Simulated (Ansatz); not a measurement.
# Tl2S (model cell, started as cuprite): phonons and vibrational spectra, part 2 of 2

Task: relax Tl2S (model cell, started as cuprite), then find its harmonic phonons.

Ansatz 0.2.0; DFT PBEsol, scalar-relativistic, plane waves, PAW.

So far. Step 4 (Tight relaxation): The forces vanish by symmetry and the pressure is -0.005 GPa, within the tolerances set. The cell now holds 48.72 Å³/atom. The relaxed cell has a = 6.637 Å (conventional setting).

The structure was built from a prototype and need not be the compound's stable phase.

**5. Linear response at the zone centre**

The zone centre comes first: it holds the modes that light can see, as far as symmetry allows. No field response is asked, since the mesh shows no gap.

input.yaml reads:

```yaml
crystal:
  lattice:
    - [6.6368285313, 0.0, 0.0]
    - [0.0, 6.6368285313, 0.0]
    - [0.0, 0.0, 6.6368285313]
  atoms:
    - { symbol: S, position: [0.0, 0.0, 0.0] }
    - { symbol: S, position: [0.5, 0.5, 0.5] }
    - { symbol: Tl, position: [0.25, 0.25, 0.25] }
    - { symbol: Tl, position: [0.75, 0.75, 0.25] }
    - { symbol: Tl, position: [0.75, 0.25, 0.75] }
    - { symbol: Tl, position: [0.25, 0.75, 0.75] }
kpoints:
  mp_grid: { grid: [6, 6, 6] }
hamiltonian:
  xc: pbesol
scf:
  occupations: { method: methfessel_paxton, width: 0.2 }
output:
  eigenvalues: true
phonons:
  method: dfpt
```

The run is started by

```bash
ansatz run input.yaml --threads 8 --pin off --max-ram 14336MiB --backend cpu --events-out ev --progress --plain --runs-dir out
```

Numbers of over 12 decimals in the logs are rounded to 6 here.

Output:

```text
[...]
Crystal: 6 atoms, lattice volume = 292.336 Å³
Basis set: ecut = 420 eV, 5695 PW (Γ), exchange–correlation on 96×96×96 points (8 copies of the dense FFT grid, shifted against one another)
Bands: 39, of which v1, the nominal top of the filled ones, is band 32 counted from 1 (31 counted from 0)
Symmetry: 48 space group operations
k-points: 68 of 216 (irreducible under 2 space group operations, time reversal used)
[...]
SCF iter   1: F=—  HF=-46950.588861 eV  |F-HF|=—  |Δ(HF+E_count)|=         —  Δρ=2.81e-3  dr2=4.33e-2  ethr=1.77e-3  ⟨swp⟩=6.3  Hψ=9936  notcnv=0
[...]
SCF iter   9: F=-46950.613227 eV  HF=-46950.613227 eV  |F-HF|=0.00e0  |Δ(HF+E_count)|=  7.28e-11  S|Δr|=    0.00e0  Δρ=2.56e-8  dr2=1.42e-12  ethr=1.00e-12  ⟨swp⟩=11.1  Hψ=13457  notcnv=0
SCF 1 converged in 9 iterations: F = -46950.613227 eV  dr2 = 1.42e-12
[...]
DFPT response loops at Γ: preconditioner auto → none (partly filled bands, converged f_vac=0.221); β = 0.50; Broyden in place of MSR1
SCF converged after 9 iterations
[...]
Free energy (F): -46950.613227 eV
[...]
Internal energy: -46950.640687 eV  (E = F + TS)
E sigma→0 (E₀):  -46950.620092 eV
Entropy (-TS):   0.027460 eV (4.577 meV/atom)
Fermi energy:    3.013351 eV
[...]
--- Band table (eV; the first three rows and the last of 68) ---
  k-point 0: bands = [... 28 lower, 0.6679, 2.9893, 2.9893, 3.0154, 3.0154, 3.0154, 5.3800, 5.3800, ... 3 higher]
  k-point 1: bands = [... 28 lower, 0.8512, 2.8161, 2.9465, 2.9465, 3.0879, 3.2175, 5.0637, 5.4111, ... 3 higher]
  k-point 2: bands = [... 28 lower, 1.3077, 2.4212, 2.8283, 2.8283, 3.3787, 3.6938, 4.4435, 5.2376, ... 3 higher]
  k-point 67: bands = [... 28 lower, 0.3466, 3.0208, 3.0208, 3.0208, 3.7460, 3.7460, 3.7460, 5.6985, ... 3 higher]
--- Phonons (Γ-DFPT): 2 representative perturbations + reference, on 68 of 216 k-points (Σ response iterations 6) ---
  k mesh reduced under 2 symmetry operations, with k and −k counted as one. Each operation leaves every solved perturbation unchanged. A smaller set is not used because it would not reduce the number of displacements times k-points to solve
  ASR residual: 7.120e-5 → 0.000e0 eV/Å²; symmetrization residual: 7.527e-6 eV/Å²
  ASR residual per site (eV/Å²): 1.55e-5 1.55e-5 7.12e-5 7.12e-5 7.12e-5 7.12e-5
  Γ frequencies (cm⁻¹): -147.16 -147.16 -147.16 -44.43 -44.43 -44.43 -28.69 -28.69 0.00 0.00 0.00 14.36 14.36 14.36 82.34 82.34 82.34 82.66
  non-analytic LO–TO correction: not included (Born effective charges unavailable; polar crystals: no LO–TO splitting at Γ)
```

Run time: 57 s. Hardware: 8 threads of Arm Neoverse N1, shared host; peak memory 2.8 GiB; 7.2 min of CPU time.

The column dr2 measures how far the density is from self-consistency, as an energy; F and HF (Harris–Foulkes) agree once it is small.

Numbers from this step:

- sum-rule residual before enforcement: 7.12e-5 eV/Å²
- point group: m-3m
- highest optical mode at the zone centre (no LO-TO term): 82.66 cm⁻¹
- lowest optical zone-centre mode: -147.2 cm⁻¹

Patterns of degenerate modes are one choice out of their space. Modes at Γ, with each element's share of the kinetic energy (negative means imaginary):

| mode | frequency (cm⁻¹) | symmetry | S % | Tl % |
| --- | --- | --- | --- | --- |
| 1 | -147.2 | T1u | 93 | 7 |
| 2 | -147.2 | T1u | 93 | 7 |
| 3 | -147.2 | T1u | 93 | 7 |
| 4 | -44.4 | T2u | 0 | 100 |
| 5 | -44.4 | T2u | 0 | 100 |
| 6 | -44.4 | T2u | 0 | 100 |
| 7 | -28.7 | Eu | 0 | 100 |
| 8 | -28.7 | Eu | 0 | 100 |
| 9 | 0.0 | acoustic | 7 | 93 |
| 10 | 0.0 | acoustic | 7 | 93 |
| 11 | 0.0 | acoustic | 7 | 93 |
| 12 | 14.4 | T1u | 0 | 100 |
| 13 | 14.4 | T1u | 0 | 100 |
| 14 | 14.4 | T1u | 0 | 100 |
| 15 | 82.3 | T2g | 100 | 0 |
| 16 | 82.3 | T2g | 100 | 0 |
| 17 | 82.3 | T2g | 100 | 0 |
| 18 | 82.7 | A2u | 0 | 100 |

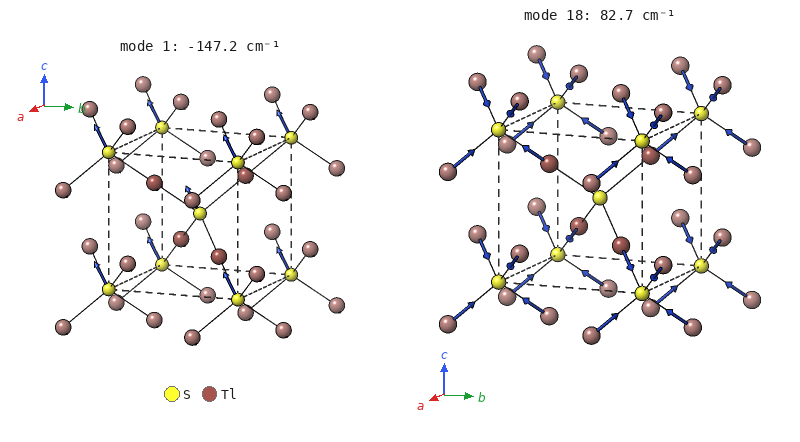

Displacement patterns of modes 1 and 18 at Γ; arrows are exaggerated. Some periodic images of atoms are drawn too.

Before it was imposed, the acoustic sum rule was missed by 7.1e-5 eV/Å². Small misses are needed for a sound result but don't prove that mesh and cutoff are converged. The lowest optical mode is imaginary, 147.2i cm⁻¹, so the energy falls along it.

**6. Phonons on a q mesh**

Stability and thermal properties need the whole zone. Linear response on a 2×2×2 q mesh gives force constants as far as a supercell of that size would.

Edit input.yaml of step 5 so:

```diff
@@ -22 +22,8 @@
   method: dfpt
+  qmesh: [2, 2, 2]
+  temperatures: { t_max: 1000, t_step: 50 }
+  qpath:
+    path:
+      - [[0.0, 0.0, 0.0], [0.0, 0.5, 0.0], [0.5, 0.5, 0.0], [0.0, 0.0, 0.0], [0.5, 0.5, 0.5], [0.0, 0.5, 0.0]]
+      - [[0.5, 0.5, 0.5], [0.5, 0.5, 0.0]]
+    npoints: 10
```

Output:

```text
Warning: phonons: the dynamical matrix that this run interpolates holds no multipole term above the dipole-dipole one, and a site of this crystal is no centre of inversion, so its interpolated transverse optical and acoustic branches and sound speeds can stay off near Gamma, and the density of states and the thermodynamics with them. What a run solves at a wave vector of phonons.qpoints, Gamma apart, where the deck admits one, is free of this, and under fd what a larger phonons.supercell samples
[...]
Crystal: 6 atoms, lattice volume = 292.336 Å³
Basis set: ecut = 420 eV, 5695 PW (Γ), exchange–correlation on 96×96×96 points (8 copies of the dense FFT grid, shifted against one another)
Bands: 39, of which v1, the nominal top of the filled ones, is band 32 counted from 1 (31 counted from 0)
Symmetry: 48 space group operations
k-points: 20 of 216
[...]
SCF iter   1: F=—  HF=-46950.588735 eV  |F-HF|=—  |Δ(HF+E_count)|=         —  Δρ=2.81e-3  dr2=4.33e-2  ethr=1.77e-3  ⟨swp⟩=6.2  Hψ=2939  notcnv=0
[...]
SCF iter   9: F=-46950.613227 eV  HF=-46950.613227 eV  |F-HF|=2.91e-11  |Δ(HF+E_count)|=  6.55e-11  S|Δr|=    0.00e0  Δρ=2.51e-8  dr2=1.43e-12  ethr=1.00e-12  ⟨swp⟩=10.8  Hψ=3943  notcnv=0
SCF 1 converged in 9 iterations: F = -46950.613227 eV  dr2 = 1.43e-12
[...]
SCF iter   1: F=—  HF=-46950.613276 eV  |F-HF|=—  |Δ(HF+E_count)|=         —  Δρ=2.58e-7  dr2=1.56e-10  ethr=2.74e-8  ⟨swp⟩=3.7  Hψ=5425  notcnv=0
eigensolver tolerance schedule: the retry pair's looser diagonalisation over-reported the residual by 112447.07 of it (diagonalisation noise at 142.36 of the residual, at the tolerance the schedule requests for it); recorded, not acted on — ethr = c·dr2/N_el stays at c = 1.0e-1
[...]
SCF iter   2: F=—  HF=-46950.613227 eV  |F-HF|=—  |Δ(HF+E_count)|=   4.90e-5  S|Δr|=    0.00e0  Δρ=2.87e-7  dr2=1.97e-10  ethr=1.00e-12  ⟨swp⟩=3.1  Hψ=2075  notcnv=0
[...]
SCF iter   5: F=-46950.613227 eV  HF=-46950.613227 eV  |F-HF|=0.00e0  |Δ(HF+E_count)|=    0.00e0  S|Δr|=    0.00e0  Δρ=2.71e-8  dr2=2.04e-12  ethr=1.00e-12  ⟨swp⟩=1.6  Hψ=1726  notcnv=0
SCF 2 converged in 5 iterations: F = -46950.613227 eV  dr2 = 2.04e-12
phonons: the bands overlap, so this run is a metal and interpolates without the dipole-dipole term. If the crystal is really an insulator or semiconductor, its LO-TO splitting is missing
NSCF: frozen V_eff on 20 k-points
[...]
DFPT response loops at q = (0, 0, 0) (fractional): preconditioner auto → none (partly filled bands, converged f_vac=0.221); β = 0.50; Broyden in place of MSR1
[...]
SCF converged after 9 iterations
[...]
Free energy (F): -46950.613227 eV
[...]
Internal energy: -46950.640687 eV  (E = F + TS)
E sigma→0 (E₀):  -46950.620092 eV
Entropy (-TS):   0.027460 eV (4.577 meV/atom)
Fermi energy:    3.013351 eV
[...]
--- Band table (eV; the first three rows and the last of 20) ---
  k-point 0: bands = [... 28 lower, 0.6679, 2.9893, 2.9893, 3.0154, 3.0154, 3.0154, 5.3800, 5.3800, ... 3 higher]
  k-point 1: bands = [... 28 lower, 0.8512, 2.8161, 2.9465, 2.9465, 3.0879, 3.2175, 5.0637, 5.4111, ... 3 higher]
  k-point 2: bands = [... 28 lower, 1.3077, 2.4212, 2.8283, 2.8283, 3.3787, 3.6938, 4.4435, 5.2376, ... 3 higher]
  k-point 19: bands = [... 28 lower, 0.3466, 3.0208, 3.0208, 3.0208, 3.7460, 3.7460, 3.7460, 5.6985, ... 3 higher]
--- Phonons (Γ-DFPT): 2 representative perturbations + reference (Σ response iterations 6) ---
  ASR residual: 2.306e-5 → 0.000e0 eV/Å²; symmetrization residual: 3.442e-6 eV/Å²
  ASR residual per site (eV/Å²): 2.31e-5 2.31e-5 2.05e-5 2.05e-5 2.05e-5 2.05e-5
[...]
--- Phonons (arbitrary-q DFPT): 4 irreducible q on the 2×2×2 mesh ---
  q = [0.0000, 0.0000, 0.0000] (star 1, of the zone-centre solve; hermiticity 4.35e-6, symmetrization 1.53e-12): -147.16 -147.16 -147.16 -44.43 -44.43 -44.43 -28.69 -28.69 -0.00 -0.00 0.00 14.36 14.36 14.36 82.34 82.34 82.34 82.66
  q = [0.0000, 0.0000, -0.5000] (star 3, 4 solved perturbations in 284 linear systems a pass and spin channel, the states on 112 of 216 k-point pairs; hermiticity 1.44e-5, symmetrization 1.76e-11): -75.32 -75.32 -43.52 -43.52 -35.75 -35.75 -25.46 -25.46 -24.98 -24.98 16.51 16.51 56.36 56.36 97.21 97.21 127.04 127.04
[...]
sum rule: each row above includes the acoustic sum rule's correction from the zone centre's row sums; it moved no ω² by more than (0.44 cm⁻¹)²
  mesh force constants: q→R imaginary residual 3.11e-17; ASR residual 2.306e-5 → 0.000e0 eV/Å²; symmetrization residual 8.882e-16 eV/Å²
  interpolated dispersion: 62 rows × 18 modes
  density of states and harmonic sums: on the 10×10×10 q-mesh, interpolated from the force constants of a 2×2×2 supercell (no non-analytic term)
  largest difference from the sums on the solved wave vectors: F 9.09e-2 eV, S 1.07e-4 and C_V 2.05e-5 eV/K
  zero-point energy: 0.033140 eV/cell   skipped modes (ω ≤ 0): 567, of them read as no rigid motion or as one in doubt: 564 (1.006e1 modes/cell left out, lowest -147.16 cm⁻¹)   left out of the sums: 5.59e-1 of the cell's modes: C_V's classical limit lies that fraction below 3 k_B per atom; for a crystal, a wire or a layer, F and S can be off by more, and a phonons.interpolated_qmesh denser along its periods is the remedy for the sampling
```

Wall time 4.4 min (8 threads); peak memory 3.3 GiB.

This step gave:

- sum-rule residual before enforcement: 2.31e-5 eV/Å²
- lowest frequency on the path: -147.2 cm⁻¹
- highest frequency on the path or at a solved wavevector: 134.1 cm⁻¹
- lowest mode on the q mesh (acoustic modes at Γ apart): -147.2 cm⁻¹

Frequencies (cm⁻¹) solved at each irreducible wavevector; negative means imaginary. Frequencies by wavevector, by row:

| q in reciprocal lattice units | star | mode 1 | mode 2 | mode 3 | mode 4 | mode 16 | mode 17 | mode 18 |
| --- | --- | --- | --- | --- | --- | --- | --- | --- |
| 0 0 0 | 1 | -147.2 | -147.2 | -147.2 | -44.4 | 82.3 | 82.3 | 82.7 |
| 0 0 -0.5 | 3 | -75.3 | -75.3 | -43.5 | -43.5 | 97.2 | 127 | 127 |
| 0 -0.5 -0.5 | 3 | -86.4 | -86.4 | -42.4 | -42.4 | 76.3 | 133.1 | 133.1 |
| -0.5 -0.5 -0.5 | 1 | -129.5 | -129.5 | -129.5 | -40.9 | 117.2 | 117.2 | 117.2 |

Interpolated from a 2×2×2 q mesh. Phonon branches along the path, in cm⁻¹:

| point | branch 1 | branch 2 | branch 3 | branch 4 | branch 15 | branch 16 | branch 17 | branch 18 |
| --- | --- | --- | --- | --- | --- | --- | --- | --- |
| Γ | -147 | -147 | -147 | -44 | 82 | 82 | 82 | 83 |
| X | -75 | -75 | -44 | -44 | 97 | 97 | 127 | 127 |
| M | -86 | -86 | -42 | -42 | 76 | 76 | 133 | 133 |
| Γ | -147 | -147 | -147 | -44 | 82 | 82 | 82 | 83 |
| R | -130 | -130 | -130 | -41 | 88 | 117 | 117 | 117 |
| X | -75 | -75 | -44 | -44 | 97 | 97 | 127 | 127 |
| jump to R | -130 | -130 | -130 | -41 | 88 | 117 | 117 | 117 |
| M | -86 | -86 | -42 | -42 | 76 | 76 | 133 | 133 |

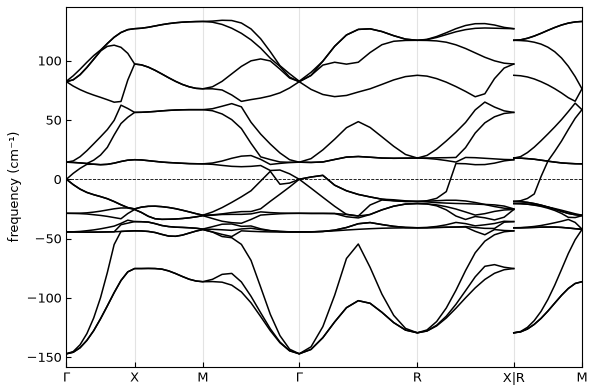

Phonon branches along the path.

The phonon density of states has structure finer than the step of the table below, so its rows give means over 20 cm⁻¹, whole bins alone (the curve runs from -148 to 132 cm⁻¹). Peaks (cm⁻¹: height): -87.5: 0.0678, -42.5: 0.353, -27.5: 0.241, 17.5: 0.202, 67.5: 0.0764, 127.5: 0.169.

Tetrahedra on a 10×10×10 mesh, mean over bins of 5 cm-1. Interpolated from a 2×2×2 q mesh. Table of phonon density of states by wavenumber; means over each step:

| wavenumber (cm⁻¹) | phonon density of states (1/cm⁻¹/cell) |
| --- | --- |
| -120 | 0.0195 |
| -100 | 0.0547 |
| -80 | 0.0414 |
| -60 | 0.0257 |
| -40 | 0.213 |
| -20 | 0.137 |
| 0 | 0.0275 |
| 20 | 0.103 |
| 40 | 0.0401 |
| 60 | 0.0533 |
| 80 | 0.0341 |
| 100 | 0.0468 |
| 120 | 0.0725 |

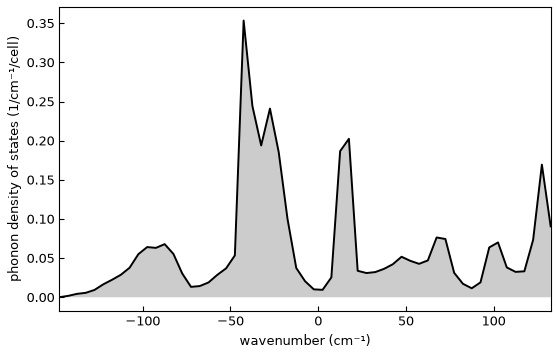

Phonon density of states, plotted against wavenumber.

The partial phonon density of states has structure finer than the step of the table below, so its rows give means over 20 cm⁻¹, whole bins alone (the curve runs from -157 to 148 cm⁻¹). Peaks (cm⁻¹: height): S -97.7: 0.0598, 99.7: 0.0647, 128.4: 0.151; Tl -40.2: 0.319, 15.3: 0.211, 69.0: 0.0714.

Phonopy on the run's constants, 9x9x9 mesh, Gaussian sigma 2.2 cm-1. Interpolated from a 2×2×2 q mesh. Table of partial phonon density of states by wavenumber; means over each step; values in 1/cm⁻¹/cell:

| wavenumber (cm⁻¹) | S | Tl |
| --- | --- | --- |
| -140 | 0.00370 | 3.4e-4 |
| -120 | 0.0181 | 0.00221 |
| -100 | 0.0471 | 0.00763 |
| -80 | 0.0321 | 0.00687 |
| -60 | 0.00831 | 0.0160 |
| -40 | 0.00824 | 0.208 |
| -20 | 0.00956 | 0.129 |
| 0 | 0.00129 | 0.0172 |
| 20 | 0.00611 | 0.104 |
| 40 | 0.00839 | 0.0317 |
| 60 | 0.0108 | 0.0432 |
| 80 | 0.0112 | 0.0232 |
| 100 | 0.0370 | 0.00886 |
| 120 | 0.0728 | 0.00206 |

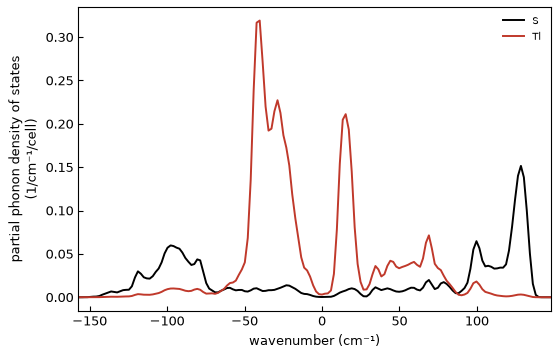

Partial phonon density of states against wavenumber.

Symmetry leaves 4 wavevectors to solve. The lowest mode among them, the acoustic zeros apart, lies at Γ and is imaginary, 147.2i cm⁻¹, so the energy falls along it.

**7. Results**

```yaml
space_group_after_relaxation_within_0p01_a: Pn-3m
volume_per_atom: 48.7 Å³
electronic_character: no gap on this mesh
highest_optical_mode_at_the_zone_centre_no_lo_to_term: 82.7 cm⁻¹
lowest_optical_zone_centre_mode: -147 cm⁻¹
lowest_mode_on_the_q_mesh_acoustic_modes_at_gamma_apart: -147 cm⁻¹
highest_frequency_on_the_path_or_at_a_solved_wavevector: 134 cm⁻¹
imaginary_modes_on_the_2x2x2_q_mesh: yes
```

**Reading.** Modes are clearly imaginary (beyond 10i cm⁻¹) at 4 of the 4 irreducible wavevectors, most at Γ (147.2i cm⁻¹), so this structure is not a minimum of the energy. The optical modes at Γ span -147 to 83 cm⁻¹ (negative means imaginary). The highest mode in this list at Γ, 82.7 cm⁻¹, is mostly motion of Tl (100 % of the kinetic energy). With no gap, or one that is small against the smearing, the frequencies hang on the k mesh and the smearing, most of all near Kohn anomalies. Spin-orbit coupling is left out, which can matter for the heavy elements here. The starting cell was built on a prototype and not taken from a measurement, so the phase need not exist. These are harmonic frequencies at zero temperature: anharmonic shifts, linewidths and thermal expansion are left out.

[Logs are printed without paths, hosts, clocks, repeated set-up lines and the standing remarks that a program may print on its own settings, such as how far it seeks lower states.]

[Hosts, paths, dates, database ids (printed as entryN), source tags and the programs' standing remarks are cut or masked in the printed files.]
